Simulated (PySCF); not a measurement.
```xyz
8

Ga    0.1403   -0.2531    0.1728
H    -0.9220   -0.3405   -0.9971
H    -0.3388    0.3185    1.5686
H     1.6625   -0.0729   -0.2205
N     0.1982   -2.3366    0.6946
H    -0.7288   -2.6746    0.9267
H     0.5513   -2.8912   -0.0769
H     0.7997   -2.4918    1.4955
```

Geometry: PBE0-D3(BJ)/def2-TZVPD.

Computed with wB97M-D3(BJ)/def2-TZVPD, SCF density, gas phase (PySCF).

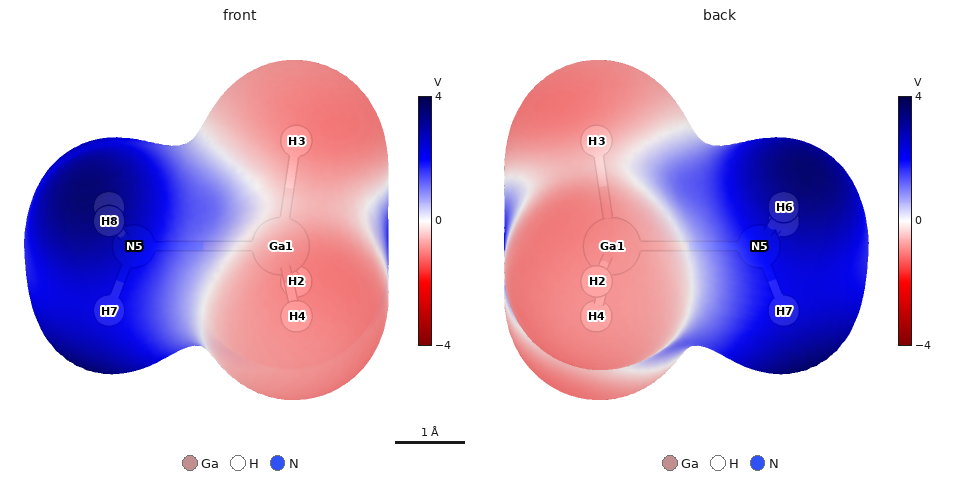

GaH6N. The molecular electrostatic potential painted on the density surface at 0.004 e/bohr³, seen from the front and from behind; red is negative and blue positive.

**Which sites attract a positive test charge, and which a negative one?**

A positive charge is drawn to the negative regions and a negative charge to the positive ones. The most negative region (about −1.0 V, or −23 kcal/mol for a unit charge) lies over H2, H3 and H4, the most positive (about +3.6 V, or +83 kcal/mol for a unit charge) over H6, H7 and H8.

**What dipole moment does the calculation give?**

Its dipole moment is 4.97 D.
